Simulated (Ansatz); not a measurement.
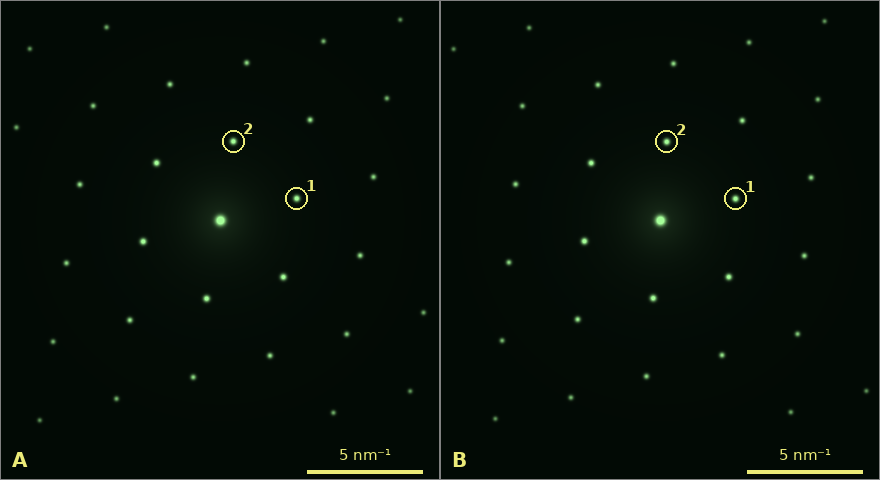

Kinematic electron diffraction patterns (300 kV, B = 0.5 Å², same scale) along [1-10] of the run's own cell, for the start and the end of one relaxation of BiPb3 with DFT PBE, scalar-relativistic, plane waves, PAW (Ansatz). k mesh 14×14×14. The start is a generated model structure, and the relaxation ends in the nearest stationary point of its symmetry, not necessarily the ground state. Spot 1 is -1 -1 0 and spot 2 is 1 1 -2 in both.

Start structure:

```
CELL_PARAMETERS angstrom
-2.40202 2.40202 5.36555
2.40202 -2.40202 5.36555
2.40202 2.40202 -5.36555
ATOMIC_POSITIONS crystal
Bi 0.00000 0.00000 0.00000
Pb 0.50000 0.50000 0.00000
Pb 0.25000 0.75000 0.50000
Pb 0.75000 0.25000 0.50000
```

> Which pattern belongs to the start structure, and which to the relaxed one?

A is the start: its cell gives d(1) = 2.870 Å, d(2) = 2.870 Å and an angle of 64.7°. B is the relaxed structure, with d(1) = 2.916 Å (+1.6 %), d(2) = 2.916 Å (+1.6 %) and 69.4°.

> What did the relaxation do to the structure and the energy?

The volume changed by +4.1 % to 32.22 Å³ an atom; the fractional coordinates hardly changed; the space group stayed I4/mmm (No. 139); the free energy fell by 14 meV an atom. Relaxed cell: a = 6.231 Å, b = 6.231 Å, c = 6.231 Å, α = 132.53°, β = 132.53°, γ = 69.39°.
